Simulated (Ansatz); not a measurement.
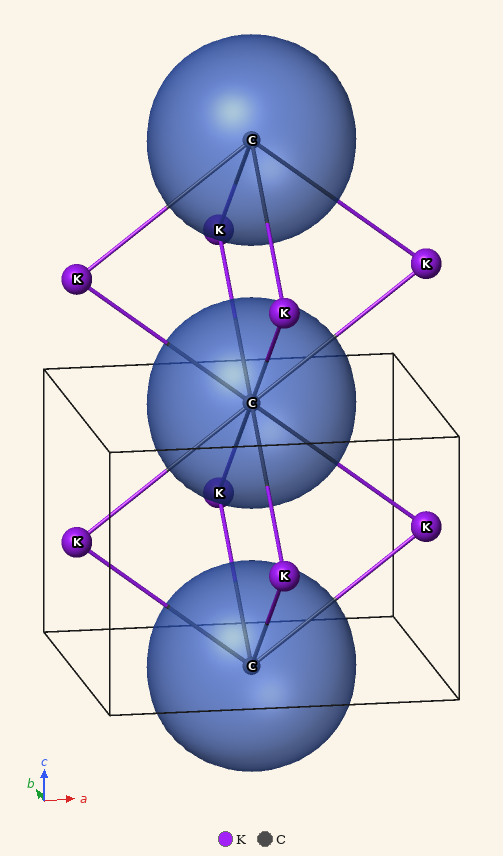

Figure. K2C. Isosurface of the magnetisation density (up minus down) at +0.03 e/Å³ (blue), seen slightly off an axis. Sticks mark near contacts.

Space group P4/mmm; a structure generated by program, which may or may not match a known phase; spin-polarised.

The calculation used DFT PBE, scalar-relativistic, plane waves, PAW (Ansatz).

```xyz
3
Lattice="5.0412 0.0000 0.0000 0.0000 5.0412 0.0000 0.0000 0.0000 3.8395" Properties=species:S:1:pos:R:3 pbc="T T T"
K     0.0000    2.5206    1.9197
K     2.5206    0.0000    1.9197
C     2.5206    2.5206    0.0000
```

### Describe the spin distribution.

The spin density sits on C: +1.8 μB in one cell of 3 atoms: parallel main moments, as they must be, since the calculation's own cell holds one magnetic site. The cell of the calculation (3 atoms) carries 2.0 μB of net spin moment.
